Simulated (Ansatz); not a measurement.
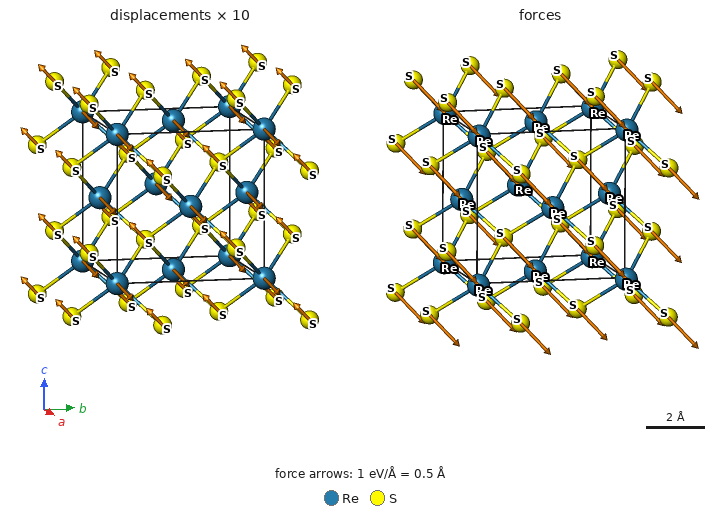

Left: solid ReS (built on the zincblende type), with orange arrows for the displacements applied to it (without the part that the change of the cell carries along). Right: the displaced structure with the computed forces. Besides, the cell is strained by +0.8 % along [0 2 1], −0.3 % roughly along [0 1 −2], −0.9 % roughly along a (volume −0.4 %). Style: ball-and-stick. Shown: the conventional cell (4 times the calculation's cell), slightly off an axis. Lengths and directions refer to the drawn axes.

Computed with Ansatz, DFT PBE, scalar-relativistic, plane waves, PAW. (plane-wave cutoff 420 eV; k-point mesh 12 × 12 × 12; occupations gaussian; smearing width 0.05 eV; collinear spin)

**Where do the forces point?**

Atoms are displaced by 0.09 Å relative to the cell: Re 0.09 Å along [0 1 −1], S 0.09 Å along [0 −1 1]. No relaxation follows. The energy rises by 129 meV per atom. Pressure: 0.2 GPa before, 3.9 GPa after. The principal stresses (compression positive) are 21.0 GPa roughly along [1 1 −1], 0.9 GPa along [0 1 1], −10.1 GPa along [3 −2 2]. The largest forces, 3.1 eV/Å, act on Re and S; on the S atom it points along [1 2 −2]. The forces mostly point back along the displacements (cosine −0.93). Near-neighbour distances before and after: Re–S 2.267 → 2.124 to 2.413 Å. The space group (tolerance 0.01 Å) goes from F-43m (No. 216) to P1 (No. 1).
